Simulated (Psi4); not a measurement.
# InH3Cl− ([InClH3]-) at 4 levels

We compute a comparison of 4 runs (HF/def2-SVP, PBEh-3c/def2-mSVP, SVWN5/def2-SVP, BCCD/def2-SVP) of InH3Cl− ([InClH3]-). 

Program for the calculation: Psi4 1.11.

2 further runs of the same task are left out: 1 that didn't finish, 1 set aside as unsound or not needed.

## (1) The structure to begin with

The species is InH3Cl− (5 atoms), meant as a singlet with charge -1. SMILES: `[H][In-]([H])([H])[Cl]`. The shape comes from GFN2-xTB, which is rough for such elements, and wasn't checked as a minimum.

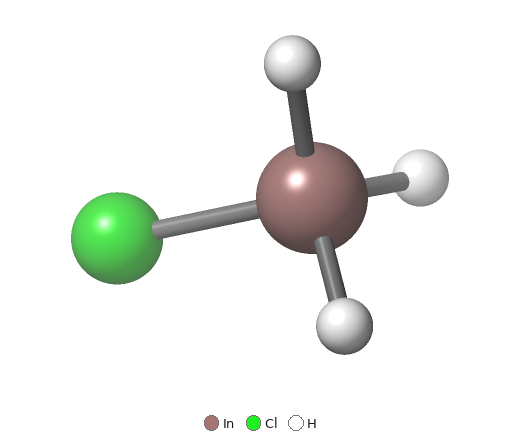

Viewed from a chosen angle; indium brown, chlorine green, hydrogen white.

## (2) The energy at HF/def2-SVP (core potential) (run 1)

clh3in.dat

```
memory 1600 MB

molecule mol {
  -1 1
  In    -0.00406291     0.00117163    -0.33202488
  Cl     0.02418849    -0.03845593     4.08868703
  H      3.06284921     0.02528454    -1.26787395
  H     -1.54596605     2.66638466    -1.22064969
  H     -1.53700874    -2.65438490    -1.26811961
  units au
  symmetry c1
  no_reorient
  no_com
}

set {
  reference rhf
  puream true
  e_convergence 1e-09
  d_convergence 1e-08
  scf_type pk
}

e, wfn = energy("hf/def2-SVP", return_wfn=True)
oeprop(wfn, "QUADRUPOLE", "LOWDIN_CHARGES", "DIPOLE", title="HF")
print_variables()
```

Launch:

```bash
$ psi4 -n 1 clh3in.dat clh3in.out
```

clh3in.out:

```text
[...]
    !!!  WARNING: ECP capability is in beta. Please check occupations closely.  !!!
[...]
  Running in c1 symmetry.
[...]
  Nuclear repulsion =  109.245162326326806
[...]
  Multiplicity = 1
[...]
  Nalpha       = 21
  Nbeta        = 21
[...]
    Number of basis functions: 59
[...]
   @RHF iter   1:  -650.32195335481822   -1.37020e+00   4.04857e-03 ADIIS/DIIS
[...]
   @RHF iter  10:  -650.35424066217456   -2.16005e-12   1.90438e-09 DIIS
[...]
  @RHF Final Energy:  -650.35424066217456
   => Energetics <=
    Nuclear Repulsion Energy =            109.2451623263268061
    One-Electron Energy =               -1199.1682596291791469
    Two-Electron Energy =                 439.5688566406777795
    Total Energy =                       -650.3542406621745613
[...]
 Multipole Moments:
 ------------------------------------------------------------------------------------
     Multipole            Electronic (a.u.)      Nuclear  (a.u.)        Total (a.u.)
 ------------------------------------------------------------------------------------
 L = 1.  Multiply by 2.5417464519 to convert [e a0] to [Debye]
 Dipole X            :         -0.3148250            0.3057576           -0.0090673
 Dipole Y            :          0.5992842           -0.5918623            0.0074219
 Dipole Z            :        -59.8019204           58.7785138           -1.0234066
 Magnitude           :                                                    1.0234737
 L = 2.  Multiply by 1.3450342976 to convert [e a0^2] to [Debye ang]
 Quadrupole XX       :        -49.2003946           14.1437452          -35.0566494
 Quadrupole XY       :         -0.0268097            0.0192022           -0.0076075
[...]
```

Run time: 3.6 s. Hardware: 1 thread of Intel Xeon Platinum 8175M at 2.50GHz (Skylake/Cascade Lake), shared host; peak memory 0.21 GiB.

## (3) The energy at PBEh-3c/def2-mSVP (density fitting, core potential) (run 2)

clh3in.json

```json
{
  "schema_name": "qcschema_input",
  "schema_version": 1,
  "molecule": {
    "schema_name": "qcschema_molecule",
    "schema_version": 2,
    "symbols": ["In", "Cl", "H", "H", "H"],
    "geometry": [-0.00406291, 0.00117163, -0.33202488, 0.02418849, -0.03845593, 4.08868703, 3.06284921, 0.02528454, -1.26787395, -1.54596605, 2.66638466, -1.22064969, -1.53700874, -2.6543849, -1.26811961],
    "molecular_charge": -1,
    "molecular_multiplicity": 1,
    "fix_com": true,
    "fix_orientation": true
  },
  "driver": "energy",
  "model": {
    "method": "pbeh-3c",
    "basis": "(auto)"
  },
  "keywords": {
    "reference": "rks"
  }
}
```

Launch:

```bash
$ psi4 --qcschema clh3in.json -n 1 --memory 1600MB
```

stdout:

```text
[...]
    !!!  WARNING: ECP capability is in beta. Please check occupations closely.  !!!
[...]
  Running in c1 symmetry.
[...]
  Nuclear repulsion =  109.245162326326806
[...]
  Multiplicity = 1
[...]
  Nalpha       = 21
  Nbeta        = 21
[...]
    Number of basis functions: 50
[...]
   @DF-RKS iter   1:  -651.64358675155745   -1.10933e+00   6.81317e-03 ADIIS/DIIS
[...]
   @DF-RKS iter   7:  -651.71638292676312   -1.25074e-08   3.08001e-07 DIIS
[...]
  @DF-RKS Final Energy:  -651.71638292676312
   => Energetics <=
    Nuclear Repulsion Energy =            109.2451623263268061
    One-Electron Energy =               -1199.4989538549016288
    Two-Electron Energy =                 465.8227067439574398
    DFT Exchange-Correlation Energy =     -27.2957687285384978
    Empirical Dispersion Energy =           0.0104705863928374
    VV10 Nonlocal Energy =                  0.0000000000000000
    Total Energy =                       -651.7163829267630035
[...]
 Multipole Moments:
 ------------------------------------------------------------------------------------
     Multipole            Electronic (a.u.)      Nuclear  (a.u.)        Total (a.u.)
 ------------------------------------------------------------------------------------
 L = 1.  Multiply by 2.5417464519 to convert [e a0] to [Debye]
 Dipole X            :         -0.3141565            0.3057576           -0.0083988
 Dipole Y            :          0.6004707           -0.5918623            0.0086084
 Dipole Z            :        -59.8377975           58.7785138           -1.0592837
 Magnitude           :                                                    1.0593519
[...]
```

The result, in JSON:

```text
{
 "driver": "energy",
 "model": {
  "method": "pbeh-3c",
  "basis": "(auto)"
 },
 "success": true,
 "return_result": -651.7163829267631,
 "properties": {
  "calcinfo_nbasis": 50,
  "calcinfo_nmo": 50,
  "calcinfo_nalpha": 21,
  "calcinfo_nbeta": 21,
  "calcinfo_natom": 5,
  "nuclear_repulsion_energy": 109.2451623263268,
  "return_energy": -651.7163829267631,
  "scf_one_electron_energy": -1199.4989538549016,
  "scf_two_electron_energy": 465.82270674395744,
  "scf_xc_energy": -27.295768728538498,
  "scf_dispersion_correction_energy": 0.010470586392837378,
  "scf_dipole_moment": [-0.008398812030114222, 0.00860837893776234, -1.0592836719038559],
  "scf_total_energy": -651.7163829267631,
  "scf_iterations": 7
 }
}
```

It took 8.1 s on 1 thread of Intel Xeon Platinum 8175M at 2.50GHz (Skylake/Cascade Lake), shared host; peak memory 0.35 GiB.

Run 3 isn't shown in full; the table further down has it.

## (4) A single-point energy at BCCD/def2-SVP (core potential) (run 4)

run.py

```python
import psi4

psi4.set_memory(1600000000)
psi4.set_num_threads(1)
psi4.set_output_file('output.dat', False)

molecule = psi4.geometry("""
-1 1
In
Cl 1 2.339482
H 1 1.696865 2 106.60595
H 1 1.695885 3 111.90013 2 116.3316
H 1 1.696521 4 112.20044 3 -127.19058
units angstrom
""")

options = {'basis': 'def2-SVP', 'num_frozen_docc': 9, 'scf_type': 'pk'}
psi4.set_options(options)

e = psi4.energy('bccd')
print(f'bccd energy: {e:.10f} Eh')
for k, v in sorted(psi4.core.scalar_variables().items()):
    print(f'{k:45s} {v:18.10f}')
```

Launch:

```bash
$ python run.py
```

output.dat:

```text
[...]
  Running in c1 symmetry.
[...]
  Nuclear repulsion =  109.245152469583431
[...]
  Multiplicity = 1
[...]
  Nalpha       = 21
  Nbeta        = 21
[...]
    Number of basis functions: 59
[...]
   @RHF iter   1:  -650.31836996726531   -1.44304e+00   4.30673e-03 ADIIS/DIIS
[...]
   @RHF iter  10:  -650.35424068977659   -5.68434e-13   2.05604e-09 DIIS
[...]
  @RHF Final Energy:  -650.35424068977659
   => Energetics <=
    Nuclear Repulsion Energy =            109.2451524695834308
    One-Electron Energy =               -1199.1682398389448281
    Two-Electron Energy =                 439.5688466795847376
    Total Energy =                       -650.3542406897765886
[...]
 Multipole Moments:
 ------------------------------------------------------------------------------------
     Multipole            Electronic (a.u.)      Nuclear  (a.u.)        Total (a.u.)
 ------------------------------------------------------------------------------------
 L = 1.  Multiply by 2.5417464519 to convert [e a0] to [Debye]
 Dipole X            :          0.0100210           -0.0065474            0.0034736
 Dipole Y            :         -0.0115391            0.0071165           -0.0044225
 Dipole Z            :        -32.0486297           31.6860425           -0.3625872
 Magnitude           :                                                    0.3626308
[...]
      * MP2 total energy                      = -650.602111025359022
[...]
      * CCSD total energy                     = -650.635843137722759
[...]
      * MP2 total energy                      = -650.606904836398485
[...]
      * CCSD total energy                     = -650.635481152633474
[...]
      * MP2 total energy                      = -650.606747224781884
[...]
      * CCSD total energy                     = -650.635498629649419
[...]
```

The script printed:

```text
bccd energy: -650.6354986296 Eh
BCCD CORRELATION ENERGY                            -0.2812579399
BCCD TOTAL ENERGY                                -650.6354986296
BRUECKNER CONVERGED                                 1.0000000000
CC D1 DIAGNOSTIC                                    0.0000562567
CC D2 DIAGNOSTIC                                    0.1418741835
CC NEW D1 DIAGNOSTIC                                0.0000562567
CC T1 DIAGNOSTIC                                    0.0000307276
CCSD CORRELATION ENERGY                            -0.2816024479
CCSD DOUBLES ENERGY                                -0.2816024479
CCSD ITERATIONS                                     9.0000000000
CCSD OPPOSITE-SPIN CORRELATION ENERGY              -0.2244643565
CCSD SAME-SPIN CORRELATION ENERGY                  -0.0571380914
CCSD SINGLES ENERGY                                 0.0000000000
CCSD TOTAL ENERGY                                -650.6358431377
CURRENT CORRELATION ENERGY                         -0.2812579399
CURRENT ENERGY                                   -650.6354986296
CURRENT REFERENCE ENERGY                         -650.3542406898
DD SOLVATION ENERGY                                 0.0000000000
HF KINETIC ENERGY                                 534.8929446300
HF POTENTIAL ENERGY                             -1185.2471853197
HF TOTAL ENERGY                                  -650.3542406898
HF VIRIAL RATIO                                     2.2158587007
MP2 CORRELATION ENERGY                             -0.2478703356
MP2 DOUBLES ENERGY                                 -0.2478703356
MP2 OPPOSITE-SPIN CORRELATION ENERGY               -0.1905507866
MP2 SAME-SPIN CORRELATION ENERGY                   -0.0573195490
MP2 SINGLES ENERGY                                 -0.0000000000
MP2 TOTAL ENERGY                                 -650.6021110254
NUCLEAR REPULSION ENERGY                          109.2451524696
ONE-ELECTRON ENERGY                             -1199.1682398389
PCM POLARIZATION ENERGY                             0.0000000000
PE ENERGY                                           0.0000000000
SCF ITERATION ENERGY                             -650.3542406898
SCF ITERATIONS                                     10.0000000000
SCF TOTAL ENERGY                                 -650.3542406898
TWO-ELECTRON ENERGY                               439.5688466796
```

Run time: 23 s. Hardware: 1 thread of Intel Xeon Platinum 8175M at 2.50GHz (Skylake/Cascade Lake), shared host; peak memory 0.28 GiB.

## (5) All runs side by side

| run | level | integrals | integral approximation | energy (Eh) | HOMO energy (eV) | LUMO energy (eV) | HOMO–LUMO gap (eV) | wall time |
| --- | --- | --- | --- | --- | --- | --- | --- | --- |
| 1 | HF/def2-SVP (core potential) | pk | none | -650.354241 | -5.19 | 7.43 | 12.62 | 3.6 s |
| 2 | PBEh-3c/def2-mSVP (density fitting, core potential) | df | program's default | -651.716383 | -3.09 | 5.60 | 8.68 | 8.1 s |
| 3 | SVWN5/def2-SVP (core potential) | pk | none | -650.216049 | -0.92 | 4.33 | 5.26 | 13 s |
| 4 | BCCD/def2-SVP (core potential) | pk | none | -650.635499 | -5.19 | 7.43 | 12.62 | 23 s |

## (6) Results

```
                                                    quantity          value
                                         run 4: total energy  -650.63550 Eh
                  run 4: HOMO energy (Hartree–Fock orbitals)       -5.19 eV
                  run 4: LUMO energy (Hartree–Fock orbitals)        7.43 eV
run 4: HOMO–LUMO gap (to an unbound level, set by the basis)       12.62 eV
          run 4: correlation energy (9 core orbitals frozen)     -281.3 mEh
```

**Reading.** Over runs 1, 2, 3 the HOMO–LUMO gap runs from 5.26 eV (SVWN5/def2-SVP) to 12.62 eV (HF/def2-SVP). Exact exchange widens orbital gaps. The empty levels of an anion lie above zero and hang on the basis. Totals of different functionals can't be ranked against each other. All runs together took 48 s, the longest 23 s.
